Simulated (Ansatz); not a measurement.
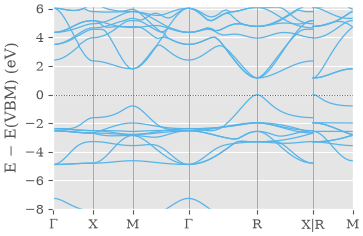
Fig. 1. Band structure from DFT-LDA in the program Ansatz with PAW potentials

Question: Read off the gap and where the band edges lie.

Answer: About 1.2 eV (1.15 eV by a search for the band edges); maximum at R, minimum at R.

The material is CsPbBr3 (cubic perovskite, Pm-3m).

This is a known high-temperature phase of the composition, computed here at zero pressure and temperature. Symmetry was held in the LDA relaxation; of distortions, only those at the zone centre were tested, and some modes there are weakly imaginary. Scalar-relativistic: spin–orbit coupling is off unless named, which matters more the heavier the elements.

Potentials: the later of the program's two PAW sets.
